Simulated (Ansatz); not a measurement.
**SiGe7: density, localisation and related maps**

```cif
data_structure
_symmetry_space_group_name_H-M 'P 1'
_symmetry_Int_Tables_number 1
_cell_length_a 7.9754
_cell_length_b 7.9756
_cell_length_c 7.9754
_cell_angle_alpha 59.999
_cell_angle_beta 60.001
_cell_angle_gamma 59.999
_cell_volume 358.72
loop_
_atom_site_label
_atom_site_type_symbol
_atom_site_fract_x
_atom_site_fract_y
_atom_site_fract_z
_atom_site_occupancy
Si1 Si 0.49997 0.00003 0.49997 1
Si2 Si 0.49997 0.50003 0.49997 1
Ge1 Ge 0.00005 0.00002 0.49992 1
Ge2 Ge 0.00005 0.50002 0.49992 1
Ge3 Ge 0.49992 0.00002 0.00005 1
Ge4 Ge 0.49992 0.50002 0.00005 1
Ge5 Ge 0.00002 0.99998 0.00002 1
Ge6 Ge 0.00002 0.49998 0.00002 1
Ge7 Ge 0.37806 0.37194 0.37806 1
Ge8 Ge 0.37806 0.87194 0.37806 1
Ge9 Ge 0.87044 0.37648 0.37661 1
Ge10 Ge 0.87044 0.87648 0.37661 1
Ge11 Ge 0.37661 0.37648 0.87044 1
Ge12 Ge 0.37661 0.87648 0.87044 1
Ge13 Ge 0.87493 0.37507 0.87493 1
Ge14 Ge 0.87493 0.87507 0.87493 1
```

Space group Amm2; a generated structure, not necessarily the stable one.

Method: Ansatz, DFT PBEsol, scalar-relativistic, plane waves, PAW.

In a PAW calculation such maps are meaningful between the atoms, not at the nuclei.

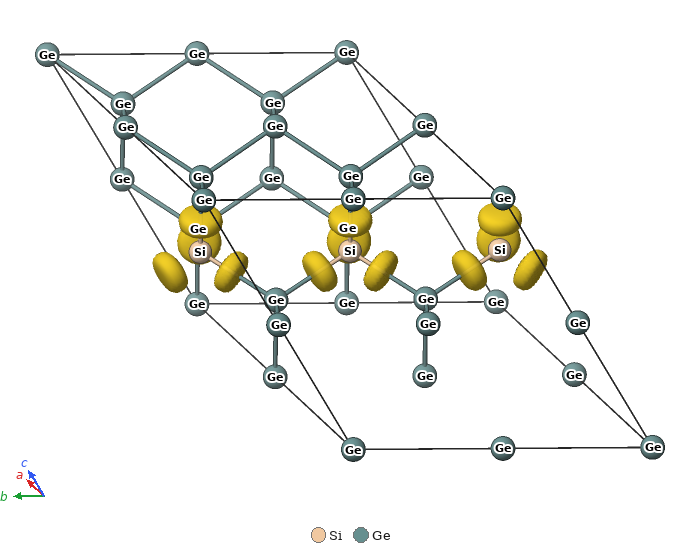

Figure 1. Isosurface of the electron localisation function at 0.8 (yellow), seen at an oblique angle. Only the valence region is drawn (cores and ρ < 0.01 e/Å³ removed). Sticks mark near contacts.

Identify the bonds, lone pairs and shells in this picture.

Answer. The ELF exceeds this value in eight regions between bonded Ge–Si atoms (shared pairs), counted in one cell of 16 atoms. Regions shared between cells count once.


Si–Ge (2.41 Å): the ELF peaks at about 0.90 between the atoms; a shared electron pair. Ge–Ge (2.44 Å): the ELF peaks at about 0.75 between the atoms; localised, covalent bonding.

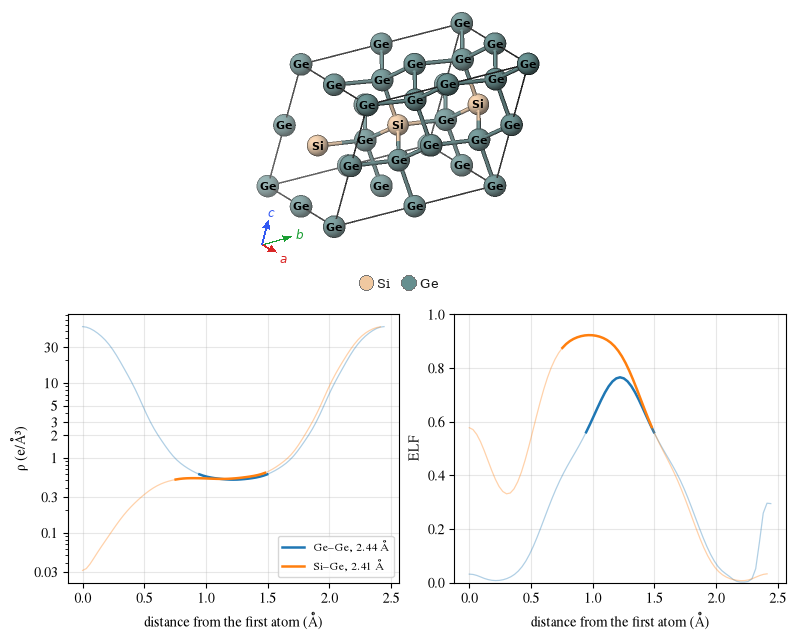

Figure 2. Valence pseudo-density and ELF along straight lines between neighbouring atoms. Thin, pale parts lie inside the atomic spheres. The structure is drawn too.

Compare the contacts.

Answer. Ge–Ge (2.44 Å): ρ at the midpoint is about 0.51 e/Å³; the ELF peaks at about 0.75 between the atoms: a covalent bond.
Si–Ge (2.41 Å): ρ is about 0.53 e/Å³ halfway; the ELF peaks at about 0.90 between the atoms; localised, covalent bonding.
